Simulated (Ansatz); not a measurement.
## Electronic structure of B2Cl2GeH4 in real space

The calculation's input:

```
basis:
  gaussian:
    orbitals: def2-TZVPD
crystal:
  periodic: [false, false, false]
  atoms:
    - {symbol: B, position_ang: [0.782596, -0.238715, -0.806303]}
    - {symbol: B, position_ang: [-0.749774, -0.430125, -0.122001]}
    - {symbol: Cl, position_ang: [-2.144790, 0.734151, -0.505191]}
    - {symbol: Cl, position_ang: [0.842803, 3.041437, -0.520769]}
    - {symbol: Ge, position_ang: [0.055843, 1.513057, 0.873662]}
    - {symbol: H, position_ang: [-0.996481, -1.214325, 0.751958]}
    - {symbol: H, position_ang: [1.022648, 0.469647, -1.740780]}
    - {symbol: H, position_ang: [-0.272355, -1.019229, -1.193717]}
    - {symbol: H, position_ang: [1.621021, -0.969528, -0.341709]}
hamiltonian:
  xc: {name: PBE0}
output: {forces: true, orbitals: {seedname: orbitals}}
```

Launched as:

```sh
ansatz run input.yaml --threads 2 --pin off --max-ram 4350MiB --events-out events.jsonl --progress --plain --runs-dir runs
```

Geometry: B3LYP-D3(BJ)/def2-SVP.

Level of theory: isolated molecule in a Gaussian basis; Kohn-Sham density functional theory, functional PBE0 in Ansatz 0.2.0.

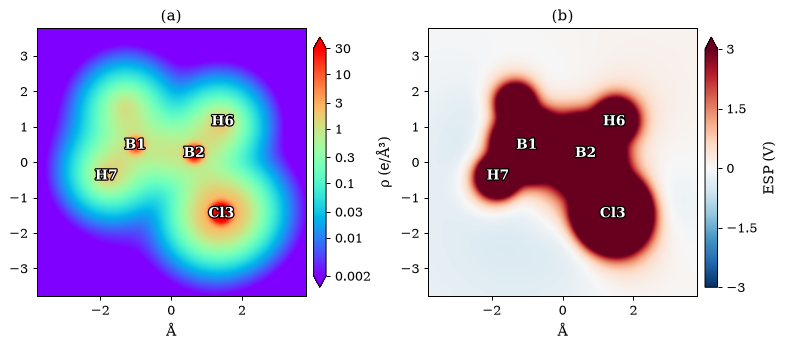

Figure 1. (a) electron density; (b) electrostatic potential on the plane of atoms Cl3, B2 and H6.

### What does the map show?

The section cuts through B, Cl and H sites.
B–B (1.69 Å): ρ is about 0.89 e/Å³ halfway.
B–Cl (1.86 Å): ρ is about 1.1 e/Å³ halfway.
B–H (1.20 Å): ρ at the midpoint is about 1.2 e/Å³.
Outside the dense part of the molecule the potential is most negative (−0.4 V) near H7.

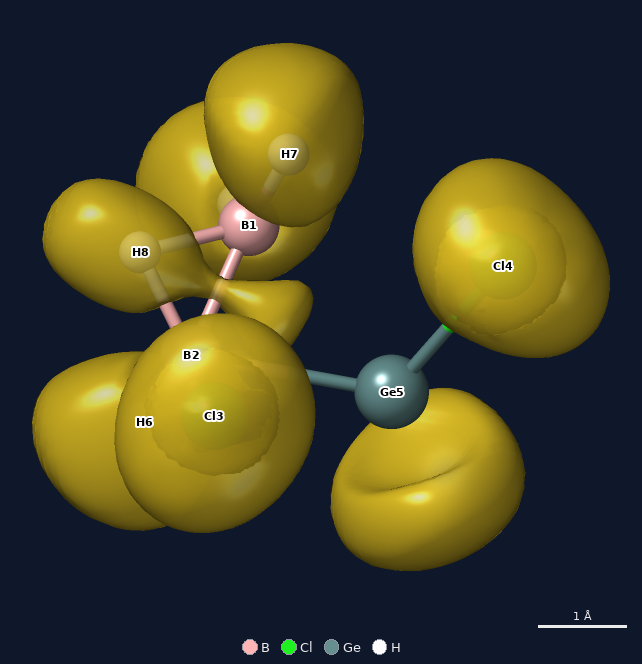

Figure 2. Isosurface of the ELF at 0.8 (yellow), seen at a tilt. Core shells and regions of very low density are left out.

### Describe the localisation domains.

The surface consists of four regions around hydrogen nuclei, one region on Cl in which the atom's valence shell and bonds are merged, one lobe on Ge, pointing away from the bonds (lone pairs) and one region wrapped around Cl (its valence shell). Along the contacts the grid gives the following. B–B (1.69 Å): the ELF peaks at about 0.85 between the atoms: a shared electron pair. B–Cl (1.86 Å): the ELF peaks at about 0.90 between the atoms, as expected for a shared but strongly polarised pair.

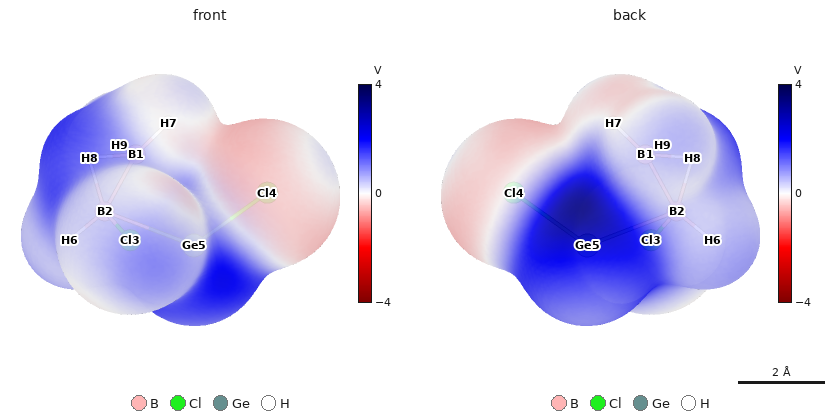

Figure 3. The molecular electrostatic potential painted on the density surface at 0.004 e/bohr³, seen from the front and from behind; the colour scale runs from red (negative) to blue (positive).

### Describe the electrostatic potential map.

The most negative region (about −0.5 V, or −12 kcal/mol for a unit charge) lies over Cl4, the most positive (about +3.1 V, or +71 kcal/mol for a unit charge) over Ge5. Cl3 shows a σ-hole: about +0.8 V, or +18 kcal/mol for a unit charge at the tip opposite its bond, against about +0.4 V, or +9 kcal/mol for a unit charge on its flanks. Cl4 shows a σ-hole: about +0.2 V at the tip opposite its bond, against about −0.4 V, or −9 kcal/mol for a unit charge on its flanks.

### What dipole moment does the calculation give?

Its dipole moment is 1.74 D.
